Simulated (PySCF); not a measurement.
## Geometry relaxation of Ge₄H₁₀

System: Ge₄H₁₀, SMILES [GeH3][GeH]([GeH3])[GeH3].
Method: PBE0-D3(BJ)/def2-SVP geometry optimisation, gas phase (PySCF 2.14.0).

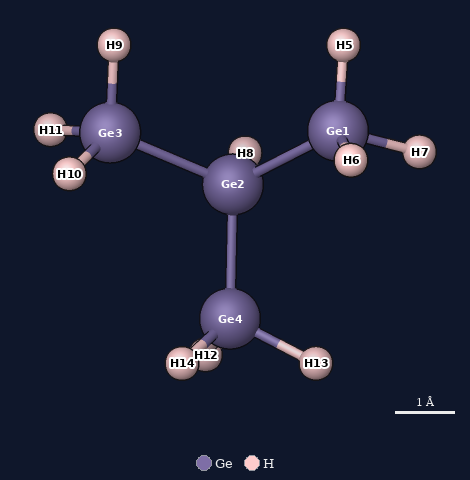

*The starting structure (ball-and-stick view, seen at a tilt; atoms are numbered from 1 in the order of the input). Sticks mark near contacts.*

Bond lengths as drawn: Ge–Ge 2.29 to 2.37 Å and Ge–H 1.45 to 1.67 Å.

The input:
```
{"job": {"xc": "PBE0", "basis": "def2-SVP", "d3": "d3bj", "grid": 1, "shake": 0.03, "kind": "geom"}, "charge": 0, "multiplicity": 1}
Ge     0.019780     2.198900    -0.613700
Ge     0.043780     0.078400     0.352290
Ge     1.945150    -1.193610    -0.249420
Ge    -1.884570    -1.132440     0.111870
H      1.227430     3.035250    -0.535480
H     -0.369800     2.286840    -2.101180
H     -1.066650     3.140370    -0.003920
H      0.244670     0.377660     1.840780
H      3.221960    -0.338320    -0.431960
H      1.818050    -2.031660    -1.427450
H      2.388450    -2.163290     0.874720
H     -2.335810    -1.947090     1.351550
H     -3.263290    -0.239630    -0.183700
H     -2.009920    -2.116130    -0.990480
```

The first line tells a small driver script what to run in PySCF; the rest is the geometry in Å.

Machine: 1 CPU thread, shared host.

Launch command:
```bash
OMP_NUM_THREADS=1 python <driver script> task.json out
```

Log:
```
step   0  E = -8311.92156639  max force = 0.068661
step   1  E = -8311.94512709  max force = 0.012767
step   2  E = -8311.94813235  max force = 0.003241
step   3  E = -8311.94848042  max force = 0.001894
step   4  E = -8311.94858423  max force = 0.001121
step   5  E = -8311.94875504  max force = 0.001289
step   6  E = -8311.94881720  max force = 0.000745
step   7  E = -8311.94887333  max force = 0.000561
step   8  E = -8311.94895342  max force = 0.001221
step   9  E = -8311.94910325  max force = 0.002308
step  10  E = -8311.94902461  max force = 0.003388
step  11  E = -8311.94932283  max force = 0.001969
step  12  E = -8311.94939601  max force = 0.000962
step  13  E = -8311.94943833  max force = 0.000277
step  14  E = -8311.94944908  max force = 0.000286
optimisation converged
```

Trajectory as extended XYZ (Å, eV, eV/Å), 15 frames, from step=0 to step=14:
```
14
Properties=species:S:1:pos:R:3:forces:R:3 step=0 energy=-226178.90631
Ge    0.0198    2.1989   -0.6137   -1.6479   1.1705  -0.8436
Ge    0.0438    0.0784    0.3523    1.0292   0.2671   0.6367
Ge    1.9451   -1.1936   -0.2494    1.3734   0.3317   1.3747
Ge   -1.8846   -1.1324    0.1119   -3.5307   0.3246   0.3642
H     1.2274    3.0353   -0.5355    1.3923   0.4195   0.2755
H    -0.3698    2.2868   -2.1012    0.0349  -0.3931  -0.1393
H    -1.0667    3.1404   -0.0039    0.0714  -0.3969   0.1876
H     0.2447    0.3777    1.8408   -0.0472  -0.0232   0.2594
H     3.2220   -0.3383   -0.4320   -0.2053   0.1863  -0.0821
H     1.8180   -2.0317   -1.4275   -0.3746  -0.9104  -1.5737
H     2.3885   -2.1633    0.8747   -0.2897   0.0635   0.0859
H    -2.3358   -1.9471    1.3516    0.3586   0.1500   0.0873
H    -3.2633   -0.2396   -0.1837    1.4419  -0.4928   0.3295
H    -2.0099   -2.1161   -0.9905    0.3937  -0.6968  -0.9621
14
Properties=species:S:1:pos:R:3:forces:R:3 step=1 energy=-226179.54743
Ge    0.0005    2.2651   -0.6411   -0.1609   0.6565  -0.3807
Ge    0.0441    0.0984    0.3944    0.3436  -0.0016   0.2159
Ge    1.9844   -1.1996   -0.2339    0.3572  -0.2666  -0.0685
Ge   -1.9777   -1.1529    0.1179   -0.6507  -0.4824  -0.1518
H     1.3258    3.0594   -0.5185   -0.0366  -0.2434   0.0752
H    -0.3583    2.2373   -2.1458    0.0737  -0.1813   0.0634
H    -1.0923    3.1527   -0.0017    0.0155  -0.1193   0.1034
H     0.2235    0.3871    1.9040   -0.0543  -0.0321  -0.0029
H     3.2213   -0.2973   -0.4313   -0.0863   0.0625  -0.0598
H     1.7843   -2.0429   -1.5186   -0.0677   0.1613   0.1081
H     2.3677   -2.1758    0.9008   -0.1283   0.0098  -0.0058
H    -2.3612   -1.9592    1.3760    0.2133   0.0059   0.0582
H    -3.1938   -0.2628   -0.1439   -0.0892   0.3227  -0.0310
H    -1.9892   -2.1542   -1.0644    0.2706   0.1080   0.0764
14
Properties=species:S:1:pos:R:3:forces:R:3 step=2 energy=-226179.62921
Ge   -0.0167    2.2748   -0.6537    0.0367   0.1422  -0.0871
Ge    0.0462    0.1044    0.4213    0.1096  -0.0066   0.0758
Ge    1.9941   -1.1972   -0.2263    0.0103  -0.0871  -0.1016
Ge   -2.0041   -1.1492    0.1133   -0.1667  -0.1090  -0.1040
H     1.3399    3.0056   -0.5035   -0.0974  -0.0920   0.0086
H    -0.3396    2.1620   -2.1576    0.0224  -0.0495   0.0252
H    -1.1122    3.1429   -0.0032    0.0047  -0.0160   0.0163
H     0.2053    0.3824    1.9357   -0.0314  -0.0003  -0.0119
H     3.2097   -0.2737   -0.4392   -0.0137   0.0056  -0.0152
H     1.7398   -1.9931   -1.5312    0.0039   0.1065   0.1249
H     2.3447   -2.1952    0.8948   -0.0238  -0.0110  -0.0136
H    -2.3233   -1.9721    1.3770    0.0443   0.0000  -0.0035
H    -3.2011   -0.2118   -0.1500    0.0461   0.0238   0.0088
H    -1.9035   -2.1247   -1.0836    0.0549   0.0936   0.0773
14
Properties=species:S:1:pos:R:3:forces:R:3 step=3 energy=-226179.63868
Ge   -0.0233    2.2706   -0.6565    0.0186  -0.0439   0.0041
Ge    0.0483    0.1089    0.4447    0.0170  -0.0012   0.0511
Ge    1.9910   -1.1920   -0.2200   -0.0451   0.0116  -0.0202
Ge   -2.0061   -1.1440    0.1103    0.0974  -0.0305   0.0059
H     1.3354    2.9812   -0.4999   -0.0191   0.0109  -0.0040
H    -0.3260    2.1089   -2.1577   -0.0014  -0.0030  -0.0043
H    -1.1239    3.1385   -0.0178   -0.0003   0.0104  -0.0133
H     0.1930    0.3834    1.9605   -0.0145   0.0130  -0.0072
H     3.2033   -0.2665   -0.4377    0.0111  -0.0094   0.0059
H     1.7088   -1.9519   -1.5311    0.0038   0.0178   0.0154
H     2.3333   -2.2126    0.8815    0.0082  -0.0120  -0.0107
H    -2.3106   -1.9847    1.3642   -0.0117  -0.0119  -0.0114
H    -3.1858   -0.1943   -0.1502   -0.0556   0.0363  -0.0060
H    -1.8581   -2.0903   -1.0962   -0.0086   0.0119  -0.0052
14
Properties=species:S:1:pos:R:3:forces:R:3 step=4 energy=-226179.64150
Ge   -0.0243    2.2639   -0.6558   -0.0007  -0.0576   0.0050
Ge    0.0512    0.1120    0.4636   -0.0023   0.0029   0.0472
Ge    1.9879   -1.1879   -0.2149   -0.0256   0.0223   0.0078
Ge   -1.9997   -1.1413    0.1100    0.0412   0.0445   0.0110
H     1.3293    2.9811   -0.5028    0.0072   0.0261  -0.0026
H    -0.3185    2.0778   -2.1559   -0.0027   0.0030  -0.0062
H    -1.1313    3.1359   -0.0346   -0.0035   0.0100  -0.0126
H     0.1876    0.3869    1.9795   -0.0068   0.0140  -0.0076
H     3.2042   -0.2673   -0.4301    0.0104  -0.0082   0.0109
H     1.6937   -1.9276   -1.5320   -0.0029  -0.0060  -0.0217
H     2.3308   -2.2256    0.8702    0.0083  -0.0092  -0.0070
H    -2.3096   -1.9990    1.3508   -0.0158  -0.0118  -0.0104
H    -3.1818   -0.1849   -0.1464    0.0084  -0.0248   0.0101
H    -1.8400   -2.0688   -1.1078   -0.0152  -0.0052  -0.0239
14
Properties=species:S:1:pos:R:3:forces:R:3 step=5 energy=-226179.64615
Ge   -0.0266    2.2456   -0.6547   -0.0297  -0.0411  -0.0025
Ge    0.0584    0.1215    0.5137   -0.0187  -0.0004   0.0199
Ge    1.9792   -1.1778   -0.2011    0.0209   0.0189   0.0406
Ge   -1.9810   -1.1324    0.1105   -0.0070   0.0663   0.0279
H     1.3120    2.9890   -0.5138    0.0367   0.0326   0.0017
H    -0.3000    2.0003   -2.1506   -0.0012   0.0076  -0.0064
H    -1.1526    3.1266   -0.0825   -0.0063   0.0015  -0.0056
H     0.1763    0.3990    2.0288    0.0099   0.0154  -0.0032
H     3.2092   -0.2723   -0.4034    0.0047  -0.0017   0.0160
H     1.6575   -1.8658   -1.5370   -0.0126  -0.0270  -0.0618
H     2.3221   -2.2599    0.8397    0.0004  -0.0028   0.0008
H    -2.3077   -2.0384    1.3119   -0.0062  -0.0106  -0.0071
H    -3.1648   -0.1709   -0.1267    0.0208  -0.0384   0.0151
H    -1.8028   -2.0093   -1.1407   -0.0116  -0.0199  -0.0354
14
Properties=species:S:1:pos:R:3:forces:R:3 step=6 energy=-226179.64784
Ge   -0.0288    2.2374   -0.6565   -0.0175  -0.0095  -0.0076
Ge    0.0624    0.1266    0.5352   -0.0128  -0.0068  -0.0044
Ge    1.9772   -1.1738   -0.1950    0.0219  -0.0012   0.0201
Ge   -1.9723   -1.1278    0.1129   -0.0264   0.0383   0.0156
H     1.3021    2.9987   -0.5213    0.0170   0.0125   0.0027
H    -0.2922    1.9676   -2.1504    0.0021   0.0050  -0.0024
H    -1.1661    3.1192   -0.1076   -0.0048  -0.0038  -0.0002
H     0.1756    0.4073    2.0493    0.0133   0.0150  -0.0016
H     3.2157   -0.2767   -0.3824    0.0001   0.0018   0.0126
H     1.6469   -1.8365   -1.5440   -0.0042  -0.0090  -0.0307
H     2.3144   -2.2775    0.8251   -0.0062  -0.0009   0.0010
H    -2.3006   -2.0622    1.2920    0.0036  -0.0090  -0.0025
H    -3.1616   -0.1691   -0.1048    0.0188  -0.0262   0.0141
H    -1.7934   -1.9777   -1.1583   -0.0051  -0.0061  -0.0168
14
Properties=species:S:1:pos:R:3:forces:R:3 step=7 energy=-226179.64937
Ge   -0.0334    2.2314   -0.6621    0.0014   0.0175  -0.0099
Ge    0.0668    0.1314    0.5487   -0.0048  -0.0134  -0.0289
Ge    1.9780   -1.1712   -0.1906    0.0073  -0.0169  -0.0057
Ge   -1.9656   -1.1242    0.1185   -0.0197  -0.0094   0.0028
H     1.2891    3.0115   -0.5296   -0.0086  -0.0099   0.0038
H    -0.2860    1.9436   -2.1549    0.0046   0.0014   0.0017
H    -1.1833    3.1089   -0.1323   -0.0027  -0.0070   0.0042
H     0.1807    0.4173    2.0613    0.0119   0.0145   0.0000
H     3.2259   -0.2824   -0.3530   -0.0025   0.0039   0.0063
H     1.6474   -1.8077   -1.5552    0.0086   0.0120   0.0101
H     2.3010   -2.2960    0.8112   -0.0109  -0.0010  -0.0009
H    -2.2829   -2.0911    1.2746    0.0134  -0.0053   0.0005
H    -3.1636   -0.1725   -0.0669    0.0005   0.0030   0.0102
H    -1.7950   -1.9436   -1.1759    0.0014   0.0107   0.0056
14
Properties=species:S:1:pos:R:3:forces:R:3 step=8 energy=-226179.65155
Ge   -0.0439    2.2243   -0.6754    0.0234   0.0419  -0.0102
Ge    0.0736    0.1381    0.5589    0.0042  -0.0187  -0.0532
Ge    1.9819   -1.1683   -0.1860   -0.0159  -0.0263  -0.0321
Ge   -1.9571   -1.1212    0.1309   -0.0039  -0.0628  -0.0154
H     1.2640    3.0326   -0.5417   -0.0361  -0.0341   0.0051
H    -0.2775    1.9158   -2.1675    0.0062  -0.0026   0.0062
H    -1.2145    3.0886   -0.1692    0.0002  -0.0087   0.0078
H     0.1940    0.4347    2.0687    0.0065   0.0130   0.0012
H     3.2442   -0.2924   -0.2989   -0.0035   0.0048  -0.0025
H     1.6629   -1.7616   -1.5758    0.0231   0.0316   0.0556
H     2.2726   -2.3251    0.7891   -0.0139  -0.0020  -0.0049
H    -2.2404   -2.1407    1.2504    0.0233  -0.0009   0.0039
H    -3.1708   -0.1825    0.0113   -0.0208   0.0368   0.0079
H    -1.8096   -1.8871   -1.2009    0.0072   0.0280   0.0306
14
Properties=species:S:1:pos:R:3:forces:R:3 step=9 energy=-226179.65563
Ge   -0.0703    2.2110   -0.7077    0.0491   0.0643  -0.0076
Ge    0.0875    0.1511    0.5675    0.0142  -0.0210  -0.0778
Ge    1.9921   -1.1617   -0.1793   -0.0447  -0.0231  -0.0603
Ge   -1.9403   -1.1188    0.1609    0.0173  -0.1187  -0.0484
H     1.2031    3.0750   -0.5644   -0.0631  -0.0614   0.0063
H    -0.2604    1.8679   -2.1986    0.0063  -0.0074   0.0114
H    -1.2844    3.0389   -0.2440    0.0033  -0.0075   0.0102
H     0.2244    0.4729    2.0704   -0.0054   0.0083   0.0025
H     3.2812   -0.3185   -0.1779   -0.0017   0.0038  -0.0129
H     1.7153   -1.6595   -1.6181    0.0373   0.0436   0.1067
H     2.2043   -2.3833    0.7354   -0.0124  -0.0023  -0.0111
H    -2.1338   -2.2447    1.1950    0.0354   0.0060   0.0057
H    -3.1811   -0.2135    0.1971   -0.0485   0.0722   0.0153
H    -1.8585   -1.7614   -1.2424    0.0129   0.0430   0.0601
14
Properties=species:S:1:pos:R:3:forces:R:3 step=10 energy=-226179.65349
Ge   -0.1489    2.1727   -0.7941    0.0954   0.1034   0.0028
Ge    0.1227    0.1846    0.5731    0.0265  -0.0114  -0.0944
Ge    2.0242   -1.1374   -0.1669   -0.0670   0.0066  -0.1034
Ge   -1.8943   -1.1195    0.2445    0.0093  -0.1558  -0.1330
H     1.0138    3.1796   -0.6202   -0.0847  -0.0965   0.0075
H    -0.2112    1.7576   -2.2778    0.0035  -0.0163   0.0218
H    -1.4717    2.8792   -0.4375    0.0095   0.0028   0.0115
H     0.3026    0.5735    2.0552   -0.0315  -0.0071   0.0068
H     3.3510   -0.4251    0.1549    0.0049   0.0092  -0.0398
H     1.9106   -1.3608   -1.6971    0.0418   0.0218   0.1742
H     2.0203   -2.5070    0.5393   -0.0013  -0.0028  -0.0172
H    -1.8413   -2.4804    0.9664    0.0404   0.0185   0.0132
H    -3.1423   -0.3690    0.7251   -0.0790   0.0954   0.0514
H    -2.0562   -1.3928   -1.2708    0.0321   0.0322   0.0986
14
Properties=species:S:1:pos:R:3:forces:R:3 step=11 energy=-226179.66160
Ge   -0.1123    2.1986   -0.7590    0.0464   0.0516  -0.0033
Ge    0.1010    0.1643    0.5475    0.0167  -0.0090  -0.0558
Ge    2.0128   -1.1495   -0.1774   -0.0487  -0.0022  -0.0513
Ge   -1.9243   -1.1272    0.2084    0.0216  -0.1012  -0.0682
H     1.1083    3.1287   -0.5831   -0.0511  -0.0554   0.0049
H    -0.2355    1.8333   -2.2513    0.0024  -0.0079   0.0093
H    -1.3830    2.9638   -0.3410    0.0062  -0.0003   0.0058
H     0.2634    0.5230    2.0401   -0.0184  -0.0011   0.0055
H     3.3232   -0.3606    0.0029    0.0001   0.0047  -0.0172
H     1.8403   -1.5134   -1.6702    0.0257   0.0269   0.0965
H     2.1051   -2.4503    0.6431   -0.0009  -0.0032  -0.0101
H    -1.9598   -2.3820    1.1021    0.0239   0.0092   0.0076
H    -3.1790   -0.2885    0.4979   -0.0391   0.0604   0.0218
H    -1.9811   -1.5848   -1.2662    0.0154   0.0276   0.0546
14
Properties=species:S:1:pos:R:3:forces:R:3 step=12 energy=-226179.66359
Ge   -0.1069    2.2043   -0.7550    0.0200   0.0184  -0.0033
Ge    0.0927    0.1586    0.5340    0.0044  -0.0052  -0.0247
Ge    2.0110   -1.1478   -0.1796   -0.0222   0.0018  -0.0143
Ge   -1.9315   -1.1356    0.2012    0.0163  -0.0495  -0.0282
H     1.1256    3.1123   -0.5696   -0.0200  -0.0229   0.0026
H    -0.2370    1.8544   -2.2501   -0.0002  -0.0026   0.0037
H    -1.3660    2.9805   -0.3235    0.0025   0.0007   0.0020
H     0.2478    0.5119    2.0293   -0.0123   0.0000   0.0014
H     3.3134   -0.3411   -0.0222    0.0034   0.0029  -0.0060
H     1.8397   -1.5367   -1.6626    0.0109   0.0127   0.0383
H     2.1222   -2.4348    0.6600   -0.0001  -0.0010  -0.0065
H    -1.9732   -2.3642    1.1299    0.0120   0.0042   0.0014
H    -3.1829   -0.2791    0.4624   -0.0188   0.0282   0.0118
H    -1.9756   -1.6272   -1.2602    0.0041   0.0122   0.0220
14
Properties=species:S:1:pos:R:3:forces:R:3 step=13 energy=-226179.66474
Ge   -0.1142    2.2041   -0.7659   -0.0008  -0.0070  -0.0016
Ge    0.0877    0.1577    0.5198   -0.0044   0.0006   0.0010
Ge    2.0155   -1.1391   -0.1789    0.0039   0.0089   0.0142
Ge   -1.9319   -1.1474    0.2070    0.0035   0.0005   0.0022
H     1.1129    3.1120   -0.5630    0.0061   0.0033   0.0009
H    -0.2290    1.8592   -2.2630   -0.0024   0.0007  -0.0007
H    -1.3793    2.9733   -0.3401    0.0002   0.0026  -0.0011
H     0.2392    0.5161    2.0146   -0.0082  -0.0004   0.0011
H     3.3148   -0.3339    0.0106    0.0009   0.0006   0.0008
H     1.8752   -1.5073   -1.6675   -0.0019  -0.0011  -0.0094
H     2.1119   -2.4381    0.6436    0.0021  -0.0009  -0.0007
H    -1.9358   -2.3887    1.1191    0.0008  -0.0026  -0.0013
H    -3.1807   -0.2995    0.5170    0.0046  -0.0027  -0.0004
H    -2.0070   -1.6132   -1.2594   -0.0044  -0.0027  -0.0050
14
Properties=species:S:1:pos:R:3:forces:R:3 step=14 energy=-226179.66504
Ge   -0.1175    2.2026   -0.7701   -0.0030  -0.0089  -0.0004
Ge    0.0849    0.1580    0.5181   -0.0066   0.0000   0.0052
Ge    2.0177   -1.1327   -0.1763    0.0094   0.0068   0.0147
Ge   -1.9307   -1.1534    0.2081   -0.0001   0.0097   0.0080
H     1.1072    3.1122   -0.5614    0.0086   0.0067   0.0000
H    -0.2243    1.8561   -2.2673   -0.0026   0.0010  -0.0013
H    -1.3857    2.9701   -0.3507   -0.0003   0.0023  -0.0011
H     0.2320    0.5183    2.0130   -0.0059  -0.0001   0.0005
H     3.3155   -0.3286    0.0276    0.0005   0.0005   0.0023
H     1.8879   -1.4884   -1.6685   -0.0031  -0.0030  -0.0146
H     2.1093   -2.4389    0.6353    0.0020   0.0007   0.0009
H    -1.9201   -2.4028    1.1091   -0.0012  -0.0025  -0.0030
H    -3.1790   -0.3120    0.5387    0.0067  -0.0086  -0.0030
H    -2.0180   -1.6053   -1.2617   -0.0046  -0.0046  -0.0083
```

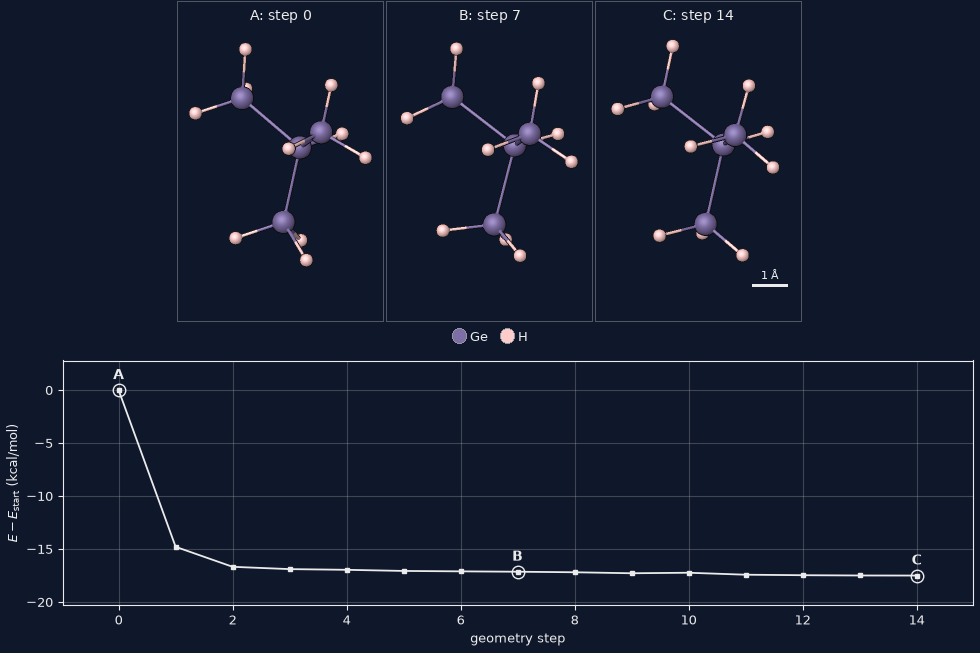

*Frames of the relaxation (ball-and-stick view, seen at a tilt) above the curves, on which the letters mark them (steps are counted from 0).*

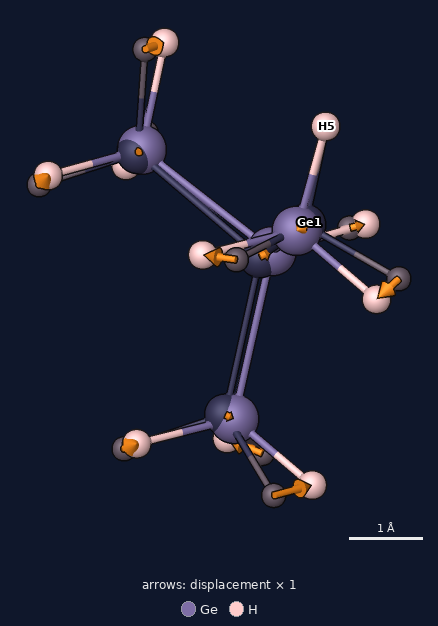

*Start (faint) and end (solid) with the displacements as orange arrows, at true length (ball-and-stick view, seen at a tilt). The two geometries are laid on each other by the best rigid fit.*

Over 14 geometry steps the energy falls by 17.5 kcal/mol. Largest force component: 3.5 eV/Å at the start, 0.015 eV/Å at the end. The largest move after the best rigid fit is that of H13, 0.72 Å. Largest moves by element: H 0.72 Å, Ge 0.19 Å. Distances before and after: Ge2–Ge4 2.290 → 2.425 Å, Ge4–H13 1.669 → 1.541 Å, Ge1–Ge2 2.330 → 2.425 Å, Ge3–H10 1.451 → 1.540 Å. Among the angles that change: Ge2–Ge4–H14 120.0° → 109.1°, H13–Ge4–H14 98.8° → 108.6°, H6–Ge1–H7 99.6° → 108.6°. (Atoms are counted from 1 in the order of the input.)

Summary:

```tsv
quantity	value
outcome	converged
total energy	−8311.949449 hartree
dipole moment	0.10 D
point group	C1
wall time	9.8 min
peak memory	0.84 GiB
```
